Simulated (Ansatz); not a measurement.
# AsBr− (doublet): one geometry, many settings at distance As1–Br2 = 2.233 Å

What do other methods and options give for AsBr− (doublet) at this geometry, and how long do they take?

Computed with Ansatz 0.2.0, Gaussian basis. Level: the settings change from run to run.

20 further runs of the same task are left out: 1 for a known fault of the program, 18 that didn't finish, 1 set aside as unsound or not needed.

## 1. The geometry

The geometry derives from a PBE0/def2-TZVPD stationary point (not a proven minimum). One bond is set to the value named and the two fragments are kept rigid. No spin-orbit coupling is included. The filled d shell of As, Br may be among the frozen orbitals whatever the setting's name suggests; the logs give the count.

2 atoms, charge -1, spin multiplicity 2.

Atoms are counted from 1 here; the program's logs count them from 0.

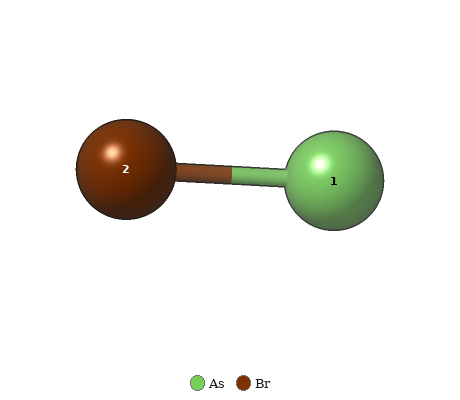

The structure; arsenic green, bromine brown; atoms are numbered from 1 in the order of the file.

As a file:

```
atom   x (Å)   y (Å)   z (Å)
 As1  0.0000  0.0000  0.0000
 Br2  0.0000  0.0000  2.2330
```

## 2. BCCD(T) on ROHF/aug-cc-pVDZ

Contents of in.yaml:

```yaml
crystal:
  periodic: [false, false, false]
  atoms:
    - {symbol: As, position_ang: [0.000000, 0.000000, 0.000000]}
    - {symbol: Br, position_ang: [0.000000, 0.000000, 2.233000]}
basis:
  gaussian: {orbitals: aug-cc-pVDZ}
total_charge: -1
magnetization: {spin_polarized: false, initial_magnetization: 1}
correlation: {method: bccd_t, electrons: outside_noble_gas}
scf: {omitted_lower_state_checks: [cluster_reference]}
```

Command:

```bash
$ ansatz run in.yaml --threads 1 --pin off --events-out ev --progress --plain --max-ram 2393MiB
```

Log (excerpt; [...] marks lines left out):

```text
Functional definition: HF
  name "HF"
  cite "Fock, Z. Phys. 61, 126 (1930) doi:10.1007/BF01340294"
  parent pbe
[...]
819 factors; integrals over basis functions are off by at most 7.1e-4 eV
[...]
mean field -130793.88095616 eV, -4806.5864698620 hartree, gradient 2.6e-6 eV, S^2 0.750000; 6 other end points of the search recorded, 0 dependent functions left out
28 core orbitals not correlated: weight in the atoms' cores, before any rotation towards them, 1.000 or more for the frozen orbitals, at most 0.000 for the correlated occupied ones
reference -130793.88095616 eV, -4806.5864698620 hartree; 7, 6 occupied and 37, 38 virtual orbitals, 819 factors
second order -5.89090763 eV of doubles, -0.06009910 eV of singles
cycle   1  -6.39722333 eV  change   -4.5e-1 eV  update   6.6e-2
[...]
cycle  10  -6.56703980 eV  change    5.0e-6 eV  update   1.6e-5
perturbative correction -0.22196087 eV, -0.0081569116 hartree
Total energy: -130800.66995683 eV, -4806.8359610351 hartree
Checks for a lower state left out: cluster_reference
```

Run time: 5.5 s. Hardware: 1 thread of AMD EPYC 9R45, shared host.

From the report: correlation -6.7890 eV; largest double amplitude 0.05.

## 3. MRCISD+Q(7,4)/cc-pVDZ

Contents of in.yaml:

```yaml
crystal:
  periodic: [false, false, false]
  atoms:
    - {symbol: As, position_ang: [0.000000, 0.000000, 0.000000]}
    - {symbol: Br, position_ang: [0.000000, 0.000000, 2.233000]}
basis:
  gaussian: {orbitals: cc-pVDZ}
total_charge: -1
magnetization: {spin_polarized: false, initial_magnetization: 1}
correlation: {method: fic_mrcisd_q, electrons: outside_noble_gas, active_space: {window: {electrons: 7, orbitals: 4}}}
```

Same command.

Log (excerpt; [...] marks lines left out):

```text
Functional definition: HF
  name "HF"
  cite "Fock, Z. Phys. 61, 126 (1930) doi:10.1007/BF01340294"
  parent pbe
[...]
644 factors; integrals over basis functions are off by at most 1.1e-3 eV
[...]
mean field -130793.32963732 eV, -4806.5662092686 hartree, gradient 4.1e-6 eV, S^2 0.750000; 2 other end points of the search recorded, 0 dependent functions left out
reference -130793.32963732 eV, -4806.5662092686 hartree; 35, 34 occupied and 19, 20 virtual orbitals, 644 factors
state -130793.32963732 eV, -4806.5662092686 hartree
contracted CI cycle   1: correlation 0.00000000 eV, 0.0000000000 hartree, residual 1.81e1 eV
contracted CI cycle   2: correlation -5.40976581 eV, -0.1988052268 hartree, residual 2.34e0 eV
contracted CI cycle   3: correlation -5.52926953 eV, -0.2031969075 hartree, residual 5.29e-1 eV
contracted CI cycle   4: correlation -5.53558707 eV, -0.2034290728 hartree, residual 1.50e-1 eV
contracted CI cycle   5: correlation -5.53620218 eV, -0.2034516774 hartree, residual 5.34e-2 eV
contracted CI cycle   6: correlation -5.53628023 eV, -0.2034545458 hartree, residual 1.80e-2 eV
contracted CI cycle   7: correlation -5.53628877 eV, -0.2034548596 hartree, residual 6.35e-3 eV
contracted CI cycle   8: correlation -5.53628987 eV, -0.2034549002 hartree, residual 2.29e-3 eV
contracted CI cycle   9: correlation -5.53629000 eV, -0.2034549048 hartree, residual 6.39e-4 eV
state -130793.32963732 eV, -4806.5662092686 hartree; corrected -130799.43243251 eV, -4806.7904828551 hartree
WARN: 3 active orbitals are nearly empty or full. The corrections depend on them more than the energy does, and are more stable in an active space without them
Total energy: -130799.43243251 eV, -4806.7904828551 hartree
```

It took 4.6 s on 1 thread of AMD EPYC 9R45, shared host.

From the report: 2 determinants; active occupations 2.00, 2.00, 2.00, 1.00. The report marks this result as in doubt.

## 4. MRCISD+Q(11,7)/cc-pVDZ

in.yaml: that of step 3 with these lines changed.

```diff
@@ -9,2 +9,2 @@
 magnetization: {spin_polarized: false, initial_magnetization: 1}
-correlation: {method: fic_mrcisd_q, electrons: outside_noble_gas, active_space: {window: {electrons: 7, orbitals: 4}}}
+correlation: {method: fic_mrcisd_q, electrons: outside_noble_gas, active_space: {window: {electrons: 11, orbitals: 7}}}
```

Launched as before.

Log (excerpt; [...] marks lines left out):

```text
Functional definition: HF
  name "HF"
  cite "Fock, Z. Phys. 61, 126 (1930) doi:10.1007/BF01340294"
  parent pbe
[...]
644 factors; integrals over basis functions are off by at most 1.1e-3 eV
[...]
mean field -130793.32963732 eV, -4806.5662092686 hartree, gradient 4.1e-6 eV, S^2 0.750000; 2 other end points of the search recorded, 0 dependent functions left out
reference -130793.32963732 eV, -4806.5662092686 hartree; 35, 34 occupied and 19, 20 virtual orbitals, 644 factors
state -130793.70350067 eV, -4806.5799484932 hartree
contracted CI cycle   1: correlation 0.00000000 eV, 0.0000000000 hartree, residual 1.77e1 eV
contracted CI cycle   2: correlation -5.10222087 eV, -0.1875031586 hartree, residual 2.87e0 eV
contracted CI cycle   3: correlation -5.25507958 eV, -0.1931206124 hartree, residual 5.65e-1 eV
contracted CI cycle   4: correlation -5.26112352 eV, -0.1933427231 hartree, residual 1.19e-1 eV
contracted CI cycle   5: correlation -5.26139036 eV, -0.1933525295 hartree, residual 2.95e-2 eV
contracted CI cycle   6: correlation -5.26140660 eV, -0.1933531263 hartree, residual 7.06e-3 eV
contracted CI cycle   7: correlation -5.26140757 eV, -0.1933531618 hartree, residual 1.93e-3 eV
contracted CI cycle   8: correlation -5.26140764 eV, -0.1933531646 hartree, residual 5.28e-4 eV
state -130793.70350067 eV, -4806.5799484932 hartree; corrected -130799.46134088 eV, -4806.7915452182 hartree
Total energy: -130799.46134088 eV, -4806.7915452182 hartree
```

Wall time 6 s (1 thread of AMD EPYC 9R45, shared host).

From the report: 48 determinants; active occupations 2.00, 2.00, 2.00, 1.99, 1.98, 1.00, 0.03.

## 5. CCSD on ROHF/pcseg-2

Contents of in.yaml:

```yaml
crystal:
  periodic: [false, false, false]
  atoms:
    - {symbol: As, position_ang: [0.000000, 0.000000, 0.000000]}
    - {symbol: Br, position_ang: [0.000000, 0.000000, 2.233000]}
basis:
  gaussian: {orbitals: pcseg-2}
total_charge: -1
magnetization: {spin_polarized: false, initial_magnetization: 1}
correlation: {method: ccsd, electrons: outside_noble_gas}
```

Launched as before.

Log (excerpt; [...] marks lines left out):

```text
Functional definition: HF
  name "HF"
  cite "Fock, Z. Phys. 61, 126 (1930) doi:10.1007/BF01340294"
  parent pbe
[...]
582 factors; integrals over basis functions are off by at most 1.0e-3 eV
[...]
mean field -130796.20413408 eV, -4806.6718450760 hartree, gradient 8.6e-6 eV, S^2 0.750000; 4 other end points of the search recorded, 0 dependent functions left out
[...]
determinant -130796.20413408 eV, -4806.6718450760 hartree, with singles and doubles -130804.46113695 eV, -4806.9752843348 hartree
determinant -130792.71124556 eV, -4806.5434837905 hartree, with singles and doubles -130801.30910133 eV, -4806.8594491623 hartree
28 core orbitals not correlated: weight in the atoms' cores, before any rotation towards them, 1.000 or more for the frozen orbitals, at most 0.000 for the correlated occupied ones
reference -130796.20413408 eV, -4806.6718450760 hartree; 7, 6 occupied and 51, 52 virtual orbitals, 582 factors
second order -7.46928587 eV of doubles, -0.06621877 eV of singles
cycle   1  -8.25703138 eV  change   -2.9e-5 eV  update   5.0e-4
[...]
cycle   6  -8.25710366 eV  change   -5.4e-6 eV  update   1.9e-6
Total energy: -130804.46123774 eV, -4806.9752880386 hartree
```

It took 7 s on 1 thread of AMD EPYC 9R45, shared host.

From the report: correlation -8.2571 eV; T1 0.015; largest double amplitude 0.04.

## 6. MP2 on UHF/aug-cc-pVDZ

Contents of in.yaml:

```yaml
crystal:
  periodic: [false, false, false]
  atoms:
    - {symbol: As, position_ang: [0.000000, 0.000000, 0.000000]}
    - {symbol: Br, position_ang: [0.000000, 0.000000, 2.233000]}
basis:
  gaussian: {orbitals: aug-cc-pVDZ}
total_charge: -1
magnetization: {spin_polarized: true, initial_magnetization: 1}
correlation: {method: mp2, electrons: outside_noble_gas}
```

The command is unchanged.

Log (excerpt; [...] marks lines left out):

```text
Functional definition: HF
  name "HF"
  cite "Fock, Z. Phys. 61, 126 (1930) doi:10.1007/BF01340294"
  parent pbe
[...]
819 factors; integrals over basis functions are off by at most 7.1e-4 eV
[...]
mean field -130793.98307618 eV, -4806.5902227037 hartree, gradient 2.0e-6 eV, S^2 0.764313; 14 other end points of the search recorded, 0 dependent functions left out
28 core orbitals not correlated: weight in the atoms' cores, before any rotation towards them, 1.000 or more for the frozen orbitals, at most 0.000 for the correlated occupied ones
reference -130793.98307618 eV, -4806.5902227037 hartree; 7, 6 occupied and 37, 38 virtual orbitals, 819 factors
second order -5.83042815 eV of doubles, -0.00000000 eV of singles
Total energy: -130799.81350433 eV, -4806.8044869863 hartree
```

Run time: 8 s. Hardware: 1 thread of AMD EPYC 9R45, shared host.

From the report: ⟨S²⟩ of the determinant 0.764 (pure doublet: 0.75).

## 7. MP2 on ROHF/aug-cc-pVDZ

in.yaml: that of step 6 with these lines changed.

```diff
@@ -8,3 +8,3 @@
 total_charge: -1
-magnetization: {spin_polarized: true, initial_magnetization: 1}
+magnetization: {spin_polarized: false, initial_magnetization: 1}
 correlation: {method: mp2, electrons: outside_noble_gas}
```

Launched as before.

Log (excerpt; [...] marks lines left out):

```text
Functional definition: HF
  name "HF"
  cite "Fock, Z. Phys. 61, 126 (1930) doi:10.1007/BF01340294"
  parent pbe
[...]
819 factors; integrals over basis functions are off by at most 7.1e-4 eV
[...]
mean field -130793.88095616 eV, -4806.5864698620 hartree, gradient 2.6e-6 eV, S^2 0.750000; 6 other end points of the search recorded, 0 dependent functions left out
[...]
28 core orbitals not correlated: weight in the atoms' cores, before any rotation towards them, 1.000 or more for the frozen orbitals, at most 0.000 for the correlated occupied ones
reference -130793.88095616 eV, -4806.5864698620 hartree; 7, 6 occupied and 37, 38 virtual orbitals, 819 factors
second order -5.89090763 eV of doubles, -0.06009910 eV of singles
Total energy: -130799.83196289 eV, -4806.8051653259 hartree
```

Wall time 7.5 s (1 thread of AMD EPYC 9R45, shared host).

## 8. BCCD on UHF/def2-mTZVP

Contents of in.yaml:

```yaml
crystal:
  periodic: [false, false, false]
  atoms:
    - {symbol: As, position_ang: [0.000000, 0.000000, 0.000000]}
    - {symbol: Br, position_ang: [0.000000, 0.000000, 2.233000]}
basis:
  gaussian: {orbitals: def2-mTZVP}
total_charge: -1
magnetization: {spin_polarized: true, initial_magnetization: 1}
correlation: {method: bccd, electrons: outside_noble_gas}
output: {forces: true}
```

The command is unchanged.

Log (excerpt; [...] marks lines left out):

```text
Functional definition: HF
  name "HF"
  cite "Fock, Z. Phys. 61, 126 (1930) doi:10.1007/BF01340294"
  parent pbe
[...]
692 factors; integrals over basis functions are off by at most 8.7e-4 eV
[...]
mean field -130795.03494796 eV, -4806.6288782787 hartree, gradient 2.1e-6 eV, S^2 0.758711; 6 other end points of the search recorded, 0 dependent functions left out
determinant -130795.03494796 eV, -4806.6288782787 hartree, with singles and doubles -130801.46642750 eV, -4806.8652307924 hartree
determinant -130792.75929460 eV, -4806.5452495603 hartree, with singles and doubles -130799.23609889 eV, -4806.7832677278 hartree
determinant -130792.73792146 eV, -4806.5444641119 hartree, with singles and doubles -130799.16818730 eV, -4806.7807720228 hartree
28 core orbitals not correlated: weight in the atoms' cores, before any rotation towards them, 1.000 or more for the frozen orbitals, at most 0.000 for the correlated occupied ones
reference -130795.03494796 eV, -4806.6288782787 hartree; 7, 6 occupied and 37, 38 virtual orbitals, 692 factors
second order -5.83152247 eV of doubles, -0.00000000 eV of singles
cycle   1  -6.42094943 eV  change   -3.4e-1 eV  update   1.1e-2
[...]
cycle  11  -6.43098208 eV  change   -1.1e-7 eV  update   2.5e-7
[...]
Total energy: -130801.46593005 eV, -4806.8652125112 hartree
Atom 0 at     0.000000     0.000000     0.000000 Å, force     0.000000     0.000000    -3.653577 eV/Å
Atom 1 at     0.000000     0.000000     2.233000 Å, force    -0.000000     0.000000     3.653577 eV/Å
Dipole moment:    -0.000000     0.000000     0.370934 e Å
```

Run time: 9.5 s. Hardware: 1 thread of AMD EPYC 9R45, shared host.

From the report: ⟨S²⟩ of the determinant 0.759 (pure doublet: 0.75); correlation -6.4310 eV; largest double amplitude 0.05.

## 9. CCSD on UHF/cc-pVTZ-DK

Contents of in.yaml:

```yaml
crystal:
  periodic: [false, false, false]
  atoms:
    - {symbol: As, position_ang: [0.000000, 0.000000, 0.000000]}
    - {symbol: Br, position_ang: [0.000000, 0.000000, 2.233000]}
basis:
  gaussian: {orbitals: cc-pVTZ-DK}
total_charge: -1
magnetization: {spin_polarized: true, initial_magnetization: 1}
correlation: {method: ccsd, electrons: outside_noble_gas}
accuracy: high
```

Launched as before.

Log (excerpt; [...] marks lines left out):

```text
Functional definition: HF
  name "HF"
  cite "Fock, Z. Phys. 61, 126 (1930) doi:10.1007/BF01340294"
  parent pbe
[...]
1110 factors; integrals over basis functions are off by at most 4.8e-9 eV
[...]
mean field -132342.81515580 eV, -4863.5087517935 hartree, gradient 4.0e-8 eV, S^2 0.762213; 7 other end points of the search recorded, 0 dependent functions left out
determinant -132342.81515580 eV, -4863.5087517935 hartree, with singles and doubles -132350.97887310 eV, -4863.8087628710 hartree
determinant -132340.72435261 eV, -4863.4319161937 hartree, with singles and doubles -132348.78310680 eV, -4863.7280699476 hartree
determinant -132340.71937124 eV, -4863.4317331317 hartree, with singles and doubles -132348.71399845 eV, -4863.7255302628 hartree
determinant -132339.42921865 eV, -4863.3843208983 hartree, with singles and doubles -132347.92443512 eV, -4863.6965143454 hartree
28 core orbitals not correlated: weight in the atoms' cores, before any rotation towards them, 1.000 or more for the frozen orbitals, at most 0.000 for the correlated occupied ones
reference -132342.81515580 eV, -4863.5087517935 hartree; 7, 6 occupied and 51, 52 virtual orbitals, 1110 factors
second order -7.42070451 eV of doubles, -0.00000000 eV of singles
cycle   1  -8.16378074 eV  change   -6.3e-5 eV  update   5.4e-4
[...]
cycle  16  -8.16388394 eV  change   3.2e-10 eV  update   1.5e-9
Total energy: -132350.97903973 eV, -4863.8087689945 hartree
Relativity: scalar
```

Run time: 17 s. Hardware: 1 thread of AMD EPYC 9R45, shared host; peak memory 0.36 GiB.

From the report: ⟨S²⟩ of the determinant 0.762 (pure doublet: 0.75); correlation -8.1639 eV; T1 0.013; largest double amplitude 0.05.

## 10. BCCD on UHF/aug-cc-pVDZ

Contents of in.yaml:

```yaml
crystal:
  periodic: [false, false, false]
  atoms:
    - {symbol: As, position_ang: [0.000000, 0.000000, 0.000000]}
    - {symbol: Br, position_ang: [0.000000, 0.000000, 2.233000]}
basis:
  gaussian: {orbitals: aug-cc-pVDZ}
total_charge: -1
magnetization: {spin_polarized: true, initial_magnetization: 1}
correlation: {method: bccd, electrons: outside_noble_gas, diis_vectors: 1}
accuracy: high
```

Launched as before.

Log (excerpt; [...] marks lines left out):

```text
Functional definition: HF
  name "HF"
  cite "Fock, Z. Phys. 61, 126 (1930) doi:10.1007/BF01340294"
  parent pbe
[...]
1268 factors; integrals over basis functions are off by at most 4.6e-9 eV
[...]
mean field -130793.98314776 eV, -4806.5902253343 hartree, gradient 4.5e-8 eV, S^2 0.764313; 18 other end points of the search recorded, 0 dependent functions left out
determinant -130793.98314776 eV, -4806.5902253343 hartree, with singles and doubles -130800.45928653 eV, -4806.8282190443 hartree
determinant -130792.48898060 eV, -4806.5353157039 hartree, with singles and doubles -130798.81970999 eV, -4806.7679657177 hartree
determinant -130792.25979087 eV, -4806.5268931368 hartree, with singles and doubles -130798.59638689 eV, -4806.7597587454 hartree
determinant -130791.40648455 eV, -4806.4955347077 hartree, with singles and doubles -130797.71465962 eV, -4806.7273558658 hartree
determinant -130791.08129249 eV, -4806.4835841199 hartree, with singles and doubles -130797.40831459 eV, -4806.7160978936 hartree
determinant -130790.96469462 eV, -4806.4792992272 hartree, with singles and doubles -130797.78310649 eV, -4806.7298712420 hartree
determinant -130790.92445662 eV, -4806.4778205080 hartree, with singles and doubles -130796.93293084 eV, -4806.6986278630 hartree
determinant -130790.79220822 eV, -4806.4729604689 hartree, with singles and doubles -130797.07838584 eV, -4806.7039732357 hartree
28 core orbitals not correlated: weight in the atoms' cores, before any rotation towards them, 1.000 or more for the frozen orbitals, at most 0.000 for the correlated occupied ones
reference -130793.98314776 eV, -4806.5902253343 hartree; 7, 6 occupied and 37, 38 virtual orbitals, 1268 factors
second order -5.83042901 eV of doubles, -0.00000000 eV of singles
cycle   1  -6.46694256 eV  change    9.2e-3 eV  update   5.3e-3
[...]
cycle  31  -6.46702896 eV  change   4.1e-10 eV  update   1.1e-9
Total energy: -130800.45017672 eV, -4806.8278842649 hartree
```

Wall time 37 s (1 thread of AMD EPYC 9R45, shared host).

From the report: ⟨S²⟩ of the determinant 0.764 (pure doublet: 0.75); correlation -6.4670 eV; largest double amplitude 0.05.

## 11. All runs side by side

Where basis and cores are those of an earlier UCCSDT(Q)/aug-cc-pVDZ run (-130800.7098 eV), and the state is the same kind, the miss against it is given. † marks a result that the program doubts.

```
                      level         correlated  functions   energy (eV)  from UCCSDT(Q) (meV)   time
BCCD(T) on ROHF/aug-cc-pVDZ  outside noble gas         72  -130800.6700                  39.8  5.5 s
    MRCISD+Q(7,4)/cc-pVDZ †  outside noble gas         54  -130799.4324                        4.6 s
     MRCISD+Q(11,7)/cc-pVDZ  outside noble gas         54  -130799.4613                          6 s
       CCSD on ROHF/pcseg-2  outside noble gas         86  -130804.4612                          7 s
     MP2 on UHF/aug-cc-pVDZ  outside noble gas         72  -130799.8135                 896.3    8 s
    MP2 on ROHF/aug-cc-pVDZ  outside noble gas         72  -130799.8320                 877.8  7.5 s
     BCCD on UHF/def2-mTZVP  outside noble gas         72  -130801.4659                        9.5 s
     CCSD on UHF/cc-pVTZ-DK  outside noble gas         86  -132350.9790                         17 s
    BCCD on UHF/aug-cc-pVDZ  outside noble gas         72  -130800.4502                 259.6   37 s
```

## 12. Results

| quantity | value |
| --- | --- |
| runs | 9 |
| quickest | MRCISD+Q(7,4)/cc-pVDZ †, 4.6 s |
| slowest | BCCD on UHF/aug-cc-pVDZ, 37 s |

**Reading.** Total energies in different bases, with other cores or another treatment of relativity can't be set against each other. BCCD on UHF/aug-cc-pVDZ took 8 times as long as MRCISD+Q(7,4)/cc-pVDZ †; the jobs differ in more than the method. Among the correlated runs with a miss given, it spans +40 to +896 meV.
